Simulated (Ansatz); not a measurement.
# Convergence study of the plane-wave cutoff for HfGeTe (P4mm, 6 atoms in the cell)

```xyz
6
Lattice="3.7442 0.0000 0.0000 0.0000 3.7442 0.0000 0.0000 0.0000 10.1754" Properties=species:S:1:pos:R:3 pbc="T T T"
Hf     0.0000     1.8721     8.1048
Hf     1.8721     0.0000     2.1207
Ge     0.0000     0.0000     0.0000
Ge     1.8721     1.8721     0.0000
Te     1.8721     0.0000     6.7178
Te     0.0000     1.8721     3.4576
```

Method of the run: PBEsol, default PAW files made with PBE (plane waves; Ansatz, a first-principles code).

Base settings: basis.ecutwfc = 420 eV; kpoints.mp_grid.grid = 5 5 2; hamiltonian.xc = pbesol; hamiltonian.pseudopotentials = {kind: paw} (the program's default PAW files); scf.occupations.method = gaussian; scf.occupations.width = 0.1 eV.

The second cell is the first with its lattice scaled by 0.98.

The mesh stays at the base's, so the ladder's end is converged at best in this setting alone.

The first pressure column holds Ansatz's estimate of the finite-basis (Pulay) stress, which hides part of the cutoff error; the other is without it.

Only quantities that move along the ladder and can be compared are tabulated.

The count of work is k-points × plane waves × bands × iterations; it is no time. 

The starting cell comes from a database of computed structures (which also holds hypothetical and non-ambient phases and stackings), without a prior relaxation at this level. Its lattice was rescaled by up to half a per cent. One atom was moved a little off its site on purpose. Without a gap this mesh is coarse (it stands for a supercell whose shortest vector is 19 Å).

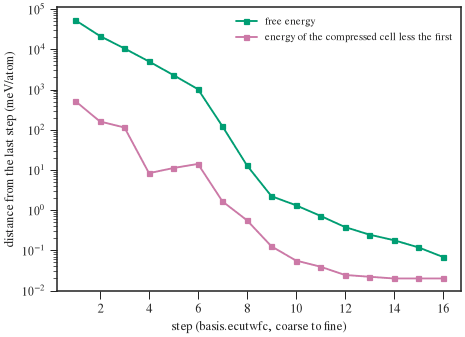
Figure. Distance from the last step along the ladder; very small values are drawn at a floor.

```csv
basis.ecutwfc,free energy less the last step's (meV/atom),energy of the compressed cell less the first (meV/atom),pressure (GPa),pressure without the Pulay estimate (GPa),largest difference of a force vector from the last step's (eV/Å),count of work / last
145 eV,52905.62,513.61,-0.04,-1256.08,5.856,0.078
170 eV,21450.33,-159.91,-17.82,-598.34,2.085,0.096
190 eV,10510.24,-113.32,-3.86,-332.89,1.367,0.10
210 eV,4999.15,-7.75,-3.30,-181.52,0.217,0.12
230 eV,2285.01,-10.59,-3.09,-96.74,0.050,0.14
250 eV,1023.50,-13.56,-2.85,-51.43,0.128,0.14
295 eV,121.64,2.23,-2.51,-10.93,0.031,0.16
335 eV,12.99,1.14,-2.61,-3.71,0.004,0.19
380 eV,2.22,0.70,-2.64,-2.71,0.001,0.23
420 eV,1.33,0.63,-2.65,-2.68,0.001,0.26
460 eV,0.72,0.62,-2.65,-2.67,0.000,0.31
505 eV,0.38,0.60,-2.65,-2.66,0.000,0.35
565 eV,0.25,0.60,-2.65,-2.65,0.000,0.42
630 eV,0.18,0.60,-2.65,-2.65,0.000,0.49
735 eV,0.12,0.59,-2.65,-2.65,0.000,0.62
840 eV,0.07,0.59,-2.65,-2.65,0.000,0.75
1010 eV,0.00,0.58,-2.65,-2.66,0.000,1.0
```

Coarsest basis.ecutwfc that holds the energy of the compressed cell less the first within 0.2 meV/atom of the last step, with all finer ones: 380 eV, at 0.23 of the last step's count of work; the step before is off by 0.56 meV/atom.

Coarsest basis.ecutwfc that holds the free energy within 1 meV/atom of the last step, with all finer ones: 460 eV, at 0.31 of the last step's count of work; the step before is off by 1.3 meV/atom.

Coarsest basis.ecutwfc that holds the pressure within 0.1 GPa of the last step, with all finer ones: 335 eV, at 0.19 of the last step's count of work; the step before is off by 0.15 GPa.

The energy difference between the two cells stays within 1 meV/atom of the last step's from 335 eV on, the total only from 460 eV on: much of the error is common to both cells and cancels.

At the lowest cutoff the pressure without the Pulay estimate lies 1250 GPa under the last step's, the usual sign of Pulay stress in an incomplete plane-wave basis.

Keys are those of Ansatz 0.2.
